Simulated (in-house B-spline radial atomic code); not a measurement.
# Pr: excited configurations

How much energy does it take to promote electrons of Pr to other shells? Each configuration is solved by itself and compared with the reference.

The numbers are computed with in-house B-spline radial atomic code version 1 (scalar-relativistic (spin-free one-electron X2C) LC-wPBE, spin-polarised, spherical density, exact exchange averaged over the configuration, Fermi nucleus, basis-set limit), except any that are marked as measured or tabulated.

### Step 1. The atom as given

| Quantity | Value |
| --- | --- |
| element | praseodymium (Z = 59) |
| charge | 0 |
| electrons | 59 |
| configuration | [Xe] 4f3 6s2 |
| Hamiltonian | scalar-relativistic (X2C) |
| nucleus | Fermi, rms radius 4.892 fm |

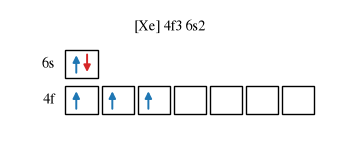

The shells outside the core, filled by Hund's rule for the drawing.

Where spins are not typed, each open shell is filled with up spins first.

### Step 2. The reference configuration

Settings, as recorded:

```ini
Z = 59
electrons = 59.0
configuration = [Xe] 4f3 6s2
hamiltonian = x2c
method = lc_wpbe
spin_polarised = True
nucleus = fermi
rms_radius = 4.8919
mass_number = 141
atomic_mass = 140.907659604
speed_of_light = 137.035999084
exact_exchange = averaged over the configuration
```

Launch:

```console
$ python run_scf.py task.json out
```

One command runs all members of the session, one after another, from task.json.

From the run's result record (rounded, not every field):

```text
{
  "status": "converged",
  "scf [iteration, energy, orbital gradient]": [
    [1, -9226.06703972, 0.483],
    [2, -9227.37933852, 0.512],
    [3, -9235.84594844, 0.0771],
    [4, -9236.10112713, 0.0312],
    [5, -9236.13633271, 0.0112],
    [6, -9236.14017595, 0.00501],
    [7, -9236.14118764, 0.00229],
    [8, -9236.14153998, 0.00103],
    [9, -9236.14159627, 0.000293],
    [10, -9236.14159957, 5.89e-05],
    [11, -9236.1415996, 8.08e-06],
    [12, -9236.14159961, 1.74e-06],
    [13, -9236.14159961, 6.11e-07],
    [14, -9236.14159961, 1.17e-07]
  ],
  "energy [hartree]": {"total": -9236.14159961, "kinetic": 9937.48696497, "nuclear": -22545.2984053, "coulomb": 3589.58832792, "exact_exchange": -12.2326427614, "xc": -205.685844409},
  "orbitals [hartree, bohr; first row names the columns]": [
    ["name", "occ", "eps", "<r>", "<r^2>", "<1/r>", "r_max"],
    ["1s up", 1.0, -1533.3213, 0.023424, 0.0007557, 68.72, 0.014614],
    ["1s down", 1.0, -1533.3213, 0.023424, 0.0007557, 68.72, 0.014614],
    ["2s up", 1.0, -246.83756, 0.10245, 0.012448, 15.763, 0.087127],
    ["2s down", 1.0, -246.83763, 0.10245, 0.012447, 15.763, 0.087127],
    ["2p up", 3.0, -221.14677, 0.090175, 0.0099412, 14.209, 0.069883],
    ["2p down", 3.0, -221.14686, 0.090175, 0.0099411, 14.209, 0.069883],
    ["3s up", 1.0, -53.435298, 0.272, 0.084675, 5.6256, 0.24923],
    ["3s down", 1.0, -53.408961, 0.27191, 0.084614, 5.628, 0.24918],
    ["3p up", 3.0, -45.267396, 0.27004, 0.084623, 5.1778, 0.24382],
    ["3p down", 3.0, -45.241222, 0.26992, 0.084548, 5.1802, 0.24377],
    ["3d up", 5.0, -33.664089, 0.24756, 0.072217, 4.8751, 0.2006],
    ["3d down", 5.0, -33.643704, 0.24742, 0.072124, 4.8773, 0.20055],
    ["4s up", 1.0, -10.820761, 0.62302, 0.43813, 2.3106, 0.57976],
    ["4s down", 1.0, -10.744426, 0.62274, 0.43774, 2.3114, 0.57959],
    ["4p up", 3.0, -8.1472526, 0.65969, 0.49502, 2.0969, 0.60493],
    ["4p down", 3.0, -8.0697504, 0.65936, 0.49454, 2.0979, 0.60465],
    ["4d up", 5.0, -4.2841031, 0.7288, 0.61687, 1.8187, 0.63675],
    ["4d down", 5.0, -4.2002823, 0.72816, 0.61584, 1.8202, 0.63609],
    ["5s up", 1.0, -1.6699813, 1.5151, 2.5835, 0.87946, 1.3574],
    ["5s down", 1.0, -1.6189778, 1.5289, 2.6317, 0.86975, 1.3656],
    ["5p up", 3.0, -0.97414865, 1.7592, 3.5182, 0.74395, 1.531],
    ["5p down", 3.0, -0.93371273, 1.7814, 3.6106, 0.73297, 1.5443],
    ["4f up", 3.0, -0.24553948, 1.1377, 1.7826, 1.204, 0.69215],
    ["6s up", 1.0, -0.19967017, 4.5697, 23.615, 0.27403, 3.9516],
    ["6s down", 1.0, -0.19442179, 4.6521, 24.462, 0.26856, 4.0286]
  ],
  "sum_r [bohr^k]": {"-1": 391.0465, "1": 44.21988, "2": 91.51835}
}
```

It took 3.3 s on 1 thread, shared host.

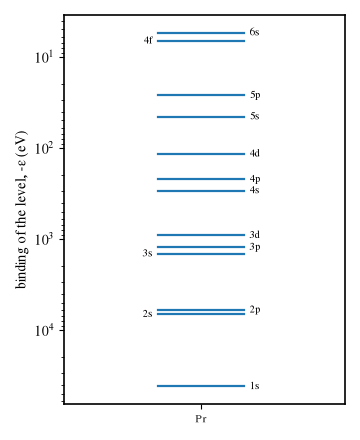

Orbital energies of this run on a logarithmic scale (up spins).

### Step 3. Run with [Xe] 4f3 6s1 6d1

Changes to the settings of step 2:

```diff
@@ -2,3 +2,3 @@
 electrons = 59.0
-configuration = [Xe] 4f3 6s2
+configuration = [Xe] 4f3 6s1 6d1
 hamiltonian = x2c
```

Main fields:

```text
{
  "status": "converged",
  "iterations": 13,
  "energy [hartree]": {"total": -9236.006034, "kinetic": 9937.3402967, "nuclear": -22538.1859183, "coulomb": 3582.65459231, "exact_exchange": -12.1503946368, "xc": -205.664610084},
  "orbitals [hartree, bohr; first row names the columns]": [
    ["name", "occ", "eps", "<r>"],
    ["1s up", 1.0, -1533.4409, 0.023424],
    ["1s down", 1.0, -1533.4406, 0.023424],
    ["2s up", 1.0, -246.95646, 0.10245],
    ["2s down", 1.0, -246.95628, 0.10245],
    ["2p up", 3.0, -221.2657, 0.090175],
    ["2p down", 3.0, -221.26557, 0.090175],
    ["3s up", 1.0, -53.553888, 0.272],
    ["3s down", 1.0, -53.527227, 0.27191],
    ["3p up", 3.0, -45.385993, 0.27004],
    ["3p down", 3.0, -45.359492, 0.26992],
    ["3d up", 5.0, -33.782701, 0.24756],
    ["3d down", 5.0, -33.761999, 0.24742],
    ["4s up", 1.0, -10.939391, 0.62302],
    ["4s down", 1.0, -10.862302, 0.62274],
    ["4p up", 3.0, -8.2659059, 0.6597],
    ["4p down", 3.0, -8.187572, 0.65933],
    ["4d up", 5.0, -4.4027989, 0.7288],
    ["4d down", 5.0, -4.3179872, 0.72811],
    ["5s up", 1.0, -1.789241, 1.5149],
    ["5s down", 1.0, -1.7345964, 1.5302],
    ["5p up", 3.0, -1.0939025, 1.7603],
    ["5p down", 3.0, -1.0487922, 1.7696],
    ["4f up", 3.0, -0.36455179, 1.1312],
    ["6s up", 1.0, -0.29533575, 4.1308],
    ["6d up", 1.0, -0.054648206, 12.426]
  ],
  "sum_r [bohr^k]": {"-1": 390.9258, "1": 51.50457, "2": 234.4286},
  "energy_minus_base [hartree]": 0.13556561
}
```

Run time: 7.4 s. Hardware: 1 thread, shared host.

energy_minus_base is the energy less that of the reference run.

### Step 4. Configuration [Xe] 4f3 6s1 7s1

Changes to the settings of step 3:

```diff
@@ -2,3 +2,3 @@
 electrons = 59.0
-configuration = [Xe] 4f3 6s1 6d1
+configuration = [Xe] 4f3 6s1 7s1
 hamiltonian = x2c
```

Main fields:

```text
{
  "status": "converged",
  "iterations": 15,
  "energy [hartree]": {"total": -9236.02872235, "kinetic": 9937.3693566, "nuclear": -22538.8917742, "coulomb": 3583.35207984, "exact_exchange": -12.1938520247, "xc": -205.664532586},
  "orbitals [hartree, bohr; first row names the columns]": [
    ["name", "occ", "eps", "<r>"],
    ["1s up", 1.0, -1533.4294, 0.023424],
    ["1s down", 1.0, -1533.4289, 0.023424],
    ["2s up", 1.0, -246.94513, 0.10245],
    ["2s down", 1.0, -246.94496, 0.10245],
    ["2p up", 3.0, -221.25436, 0.090175],
    ["2p down", 3.0, -221.25424, 0.090175],
    ["3s up", 1.0, -53.54254, 0.272],
    ["3s down", 1.0, -53.515858, 0.27191],
    ["3p up", 3.0, -45.374643, 0.27004],
    ["3p down", 3.0, -45.348124, 0.26992],
    ["3d up", 5.0, -33.771357, 0.24756],
    ["3d down", 5.0, -33.750658, 0.24742],
    ["4s up", 1.0, -10.92806, 0.62302],
    ["4s down", 1.0, -10.850962, 0.62274],
    ["4p up", 3.0, -8.254599, 0.65971],
    ["4p down", 3.0, -8.1762361, 0.65933],
    ["4d up", 5.0, -4.391536, 0.72882],
    ["4d down", 5.0, -4.3066752, 0.72812],
    ["5s up", 1.0, -1.7779747, 1.5144],
    ["5s down", 1.0, -1.7235385, 1.5301],
    ["5p up", 3.0, -1.0822208, 1.7609],
    ["5p down", 3.0, -1.037669, 1.7695],
    ["4f up", 3.0, -0.35324096, 1.1313],
    ["6s up", 1.0, -0.28800974, 4.082],
    ["7s up", 1.0, -0.077583704, 10.867]
  ],
  "sum_r [bohr^k]": {"-1": 390.9378, "1": 49.89785, "2": 191.2359},
  "energy_minus_base [hartree]": 0.11287726
}
```

Wall time 7.9 s (1 thread, shared host).

### Step 5. Configuration [Xe] 4f3 5d1 6s1

Changes to the settings of step 4:

```diff
@@ -2,3 +2,3 @@
 electrons = 59.0
-configuration = [Xe] 4f3 6s1 7s1
+configuration = [Xe] 4f3 5d1 6s1
 hamiltonian = x2c
```

Main fields:

```text
{
  "status": "converged",
  "iterations": 13,
  "energy [hartree]": {"total": -9236.10992239, "kinetic": 9937.41103404, "nuclear": -22548.522127, "coulomb": 3592.89499637, "exact_exchange": -12.1644014691, "xc": -205.729424285},
  "orbitals [hartree, bohr; first row names the columns]": [
    ["name", "occ", "eps", "<r>"],
    ["1s up", 1.0, -1533.2644, 0.023424],
    ["1s down", 1.0, -1533.2643, 0.023424],
    ["2s up", 1.0, -246.77928, 0.10245],
    ["2s down", 1.0, -246.77853, 0.10245],
    ["2p up", 3.0, -221.08829, 0.090175],
    ["2p down", 3.0, -221.08779, 0.090175],
    ["3s up", 1.0, -53.379467, 0.272],
    ["3s down", 1.0, -53.353204, 0.27191],
    ["3p up", 3.0, -45.211536, 0.27004],
    ["3p down", 3.0, -45.185396, 0.26992],
    ["3d up", 5.0, -33.60795, 0.24756],
    ["3d down", 5.0, -33.587265, 0.24742],
    ["4s up", 1.0, -10.763426, 0.62291],
    ["4s down", 1.0, -10.687163, 0.62266],
    ["4p up", 3.0, -8.089295, 0.65952],
    ["4p down", 3.0, -8.0119521, 0.65919],
    ["4d up", 5.0, -4.2248777, 0.72837],
    ["4d down", 5.0, -4.1412535, 0.72769],
    ["5s up", 1.0, -1.6075363, 1.5227],
    ["5s down", 1.0, -1.547148, 1.5329],
    ["5p up", 3.0, -0.92170002, 1.7849],
    ["5p down", 3.0, -0.86315065, 1.7835],
    ["4f up", 3.0, -0.18592572, 1.1779],
    ["5d up", 1.0, -0.16052112, 3.3504],
    ["6s up", 1.0, -0.18538265, 4.679]
  ],
  "sum_r [bohr^k]": {"-1": 391.1008, "1": 43.23717, "2": 83.15352},
  "energy_minus_base [hartree]": 0.0316772227
}
```

It took 3.1 s on 1 thread, shared host.

### Step 6. Run with [Xe] 4f3 6s1 7f1

Changes to the settings of step 5:

```diff
@@ -2,3 +2,3 @@
 electrons = 59.0
-configuration = [Xe] 4f3 5d1 6s1
+configuration = [Xe] 4f3 6s1 7f1
 hamiltonian = x2c
```

Main fields:

```text
{
  "status": "converged",
  "iterations": 18,
  "energy [hartree]": {"total": -9235.96875557, "kinetic": 9937.3048876, "nuclear": -22534.3165788, "coulomb": 3578.84970542, "exact_exchange": -12.1500186498, "xc": -205.656751148},
  "orbitals [hartree, bohr; first row names the columns]": [
    ["name", "occ", "eps", "<r>"],
    ["1s up", 1.0, -1533.5066, 0.023424],
    ["1s down", 1.0, -1533.5062, 0.023424],
    ["2s up", 1.0, -247.02221, 0.10245],
    ["2s down", 1.0, -247.02207, 0.10245],
    ["2p up", 3.0, -221.33145, 0.090175],
    ["2p down", 3.0, -221.33136, 0.090175],
    ["3s up", 1.0, -53.619447, 0.272],
    ["3s down", 1.0, -53.592769, 0.27191],
    ["3p up", 3.0, -45.451552, 0.27004],
    ["3p down", 3.0, -45.425038, 0.26992],
    ["3d up", 5.0, -33.848281, 0.24756],
    ["3d down", 5.0, -33.827591, 0.24742],
    ["4s up", 1.0, -11.004974, 0.62302],
    ["4s down", 1.0, -10.927862, 0.62275],
    ["4p up", 3.0, -8.3315195, 0.65971],
    ["4p down", 3.0, -8.2531519, 0.65934],
    ["4d up", 5.0, -4.4684718, 0.72882],
    ["4d down", 5.0, -4.3836195, 0.72813],
    ["5s up", 1.0, -1.8547783, 1.5143],
    ["5s down", 1.0, -1.8006185, 1.5299],
    ["5p up", 3.0, -1.1587896, 1.759],
    ["5p down", 3.0, -1.1145972, 1.7687],
    ["4f up", 3.0, -0.43011378, 1.1293],
    ["6s up", 1.0, -0.3576509, 4.0961],
    ["7f up", 1.0, -0.015972936, 47.022]
  ],
  "sum_r [bohr^k]": {"-1": 390.8602, "1": 86.05241, "2": 2569.636},
  "energy_minus_base [hartree]": 0.172844039
}
```

Wall time 25 s (1 thread, shared host).

### Step 7. Configuration [Xe] 4f2 6s2 6p1

Changes to the settings of step 6:

```diff
@@ -2,3 +2,3 @@
 electrons = 59.0
-configuration = [Xe] 4f3 6s1 7f1
+configuration = [Xe] 4f2 6s2 6p1
 hamiltonian = x2c
```

Main fields:

```text
{
  "status": "converged",
  "iterations": 12,
  "energy [hartree]": {"total": -9236.01447559, "kinetic": 9937.61050512, "nuclear": -22525.2544612, "coulomb": 3569.04478994, "exact_exchange": -12.1621680708, "xc": -205.253141356},
  "orbitals [hartree, bohr; first row names the columns]": [
    ["name", "occ", "eps", "<r>"],
    ["1s up", 1.0, -1533.6686, 0.023424],
    ["1s down", 1.0, -1533.6684, 0.023424],
    ["2s up", 1.0, -247.21178, 0.10245],
    ["2s down", 1.0, -247.2117, 0.10245],
    ["2p up", 3.0, -221.51709, 0.09018],
    ["2p down", 3.0, -221.51695, 0.09018],
    ["3s up", 1.0, -53.842157, 0.27202],
    ["3s down", 1.0, -53.821762, 0.27194],
    ["3p up", 3.0, -45.673487, 0.27005],
    ["3p down", 3.0, -45.653192, 0.26997],
    ["3d up", 5.0, -34.067809, 0.24759],
    ["3d down", 5.0, -34.051942, 0.24748],
    ["4s up", 1.0, -11.201089, 0.62178],
    ["4s down", 1.0, -11.143148, 0.62161],
    ["4p up", 3.0, -8.5204721, 0.65773],
    ["4p down", 3.0, -8.4619061, 0.65755],
    ["4d up", 5.0, -4.6427898, 0.72386],
    ["4d down", 5.0, -4.5801853, 0.72359],
    ["5s up", 1.0, -1.8997497, 1.479],
    ["5s down", 1.0, -1.8642938, 1.4883],
    ["5p up", 3.0, -1.1748228, 1.694],
    ["5p down", 3.0, -1.1469049, 1.7077],
    ["4f up", 2.0, -0.5572405, 1.0117],
    ["6s up", 1.0, -0.28740289, 4.1196],
    ["6s down", 1.0, -0.25327204, 4.0678],
    ["6p up", 1.0, -0.16718364, 5.1233]
  ],
  "sum_r [bohr^k]": {"-1": 390.7075, "1": 46.36532, "2": 105.8752},
  "energy_minus_base [hartree]": 0.127124021
}
```

It took 2.9 s on 1 thread, shared host.

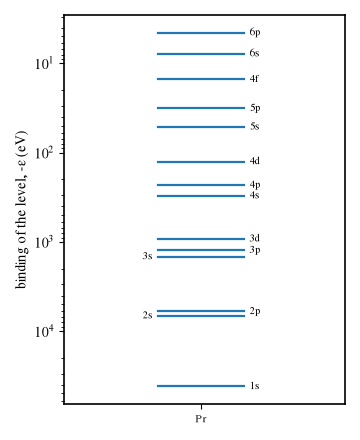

Orbital energies of this run on a logarithmic scale (up spins).

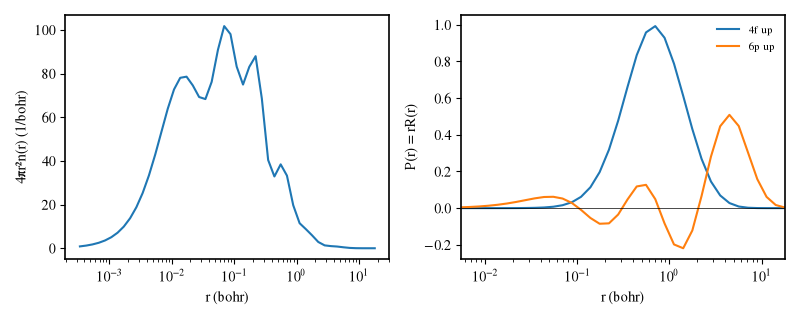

Radial density (left) and the radial functions of 4f up, 6p up (right).

Clear maxima of the radial density (full grid of the record): 0.017, 0.069, 0.22, 0.56 bohr.

### Step 8. Configuration [Kr] 4d10 4f3 5s2 5p5 6s2 6f1

Changes to the settings of step 7:

```diff
@@ -2,3 +2,3 @@
 electrons = 59.0
-configuration = [Xe] 4f2 6s2 6p1
+configuration = [Kr] 4d10 4f3 5s2 5p5 6s2 6f1
 hamiltonian = x2c
```

Main fields:

```text
{
  "status": "converged",
  "iterations": 17,
  "energy [hartree]": {"total": -9235.23401482, "kinetic": 9936.61407934, "nuclear": -22523.5407196, "coulomb": 3569.08928533, "exact_exchange": -11.9037193416, "xc": -205.492940596},
  "orbitals [hartree, bohr; first row names the columns]": [
    ["name", "occ", "eps", "<r>"],
    ["1s up", 1.0, -1533.6931, 0.023424],
    ["1s down", 1.0, -1533.6908, 0.023424],
    ["2s up", 1.0, -247.20079, 0.10245],
    ["2s down", 1.0, -247.1998, 0.10244],
    ["2p up", 3.0, -221.51159, 0.090174],
    ["2p down", 3.0, -221.50977, 0.090173],
    ["3s up", 1.0, -53.791107, 0.272],
    ["3s down", 1.0, -53.761959, 0.2719],
    ["3p up", 3.0, -45.623542, 0.27003],
    ["3p down", 3.0, -45.594264, 0.26991],
    ["3d up", 5.0, -34.020692, 0.24755],
    ["3d down", 5.0, -33.997482, 0.2474],
    ["4s up", 1.0, -11.177472, 0.6231],
    ["4s down", 1.0, -11.094242, 0.62281],
    ["4p up", 3.0, -8.5045576, 0.65984],
    ["4p down", 3.0, -8.4201686, 0.65958],
    ["4d up", 5.0, -4.6426077, 0.72906],
    ["4d down", 5.0, -4.5504131, 0.72763],
    ["4f up", 3.0, -0.59855004, 1.0769],
    ["5s up", 1.0, -2.0173877, 1.4947],
    ["5s down", 1.0, -1.9120395, 1.5032],
    ["5p up", 3.0, -1.305369, 1.7149],
    ["5p down", 2.0, -1.2298534, 1.7412],
    ["6s up", 1.0, -0.39534468, 3.8276],
    ["6s down", 1.0, -0.38338917, 3.9163],
    ["6f up", 1.0, -0.023222135, 30.164]
  ],
  "sum_r [bohr^k]": {"-1": 390.6784, "1": 70.6825, "2": 1100.258},
  "energy_minus_base [hartree]": 0.907584789
}
```

Wall time 16 s (1 thread, shared host).

### Step 9. Energies above the reference

| net move | configuration | 2|M_S|+1 | energy above the reference (eV) | largest <r> (bohr) |
| --- | --- | --- | --- | --- |
| 6s → 5d | [Xe] 4f3 5d1 6s1 | 6 | 0.862 | 4.68 |
| 6s → 7s | [Xe] 4f3 6s1 7s1 | 6 | 3.072 | 10.9 |
| 4f → 6p | [Xe] 4f2 6s2 6p1 | 4 | 3.459 | 5.12 |
| 6s → 6d | [Xe] 4f3 6s1 6d1 | 6 | 3.689 | 12.4 |
| 6s → 7f | [Xe] 4f3 6s1 7f1 | 6 | 4.703 | 47.0 |
| 5p → 6f | [Kr] 4d10 4f3 5s2 5p5 6s2 6f1 | 6 | 24.697 | 30.2 |

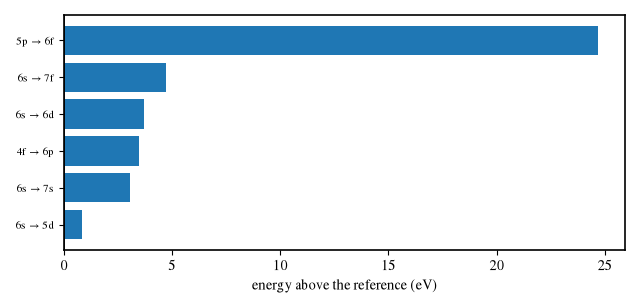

The configurations in order of energy, labelled by the net move of electrons.

**Reading.** The lowest of them is 6s → 5d at 0.862 eV and the highest 5p → 6f at 24.697 eV. 1 of them lies more than 60 % above minus the reference's highest level (5.290 eV), in the range where a state can decay by emitting an electron. Two partly filled shells share a symmetry and can mix in the average, which may lower the energy, for: 6s → 7f; 5p → 6f. The reference has 2|M_S|+1 = 4; 5 of the configurations differ from it in spin. These are spherical averages at the typed spins, not spectroscopic levels.
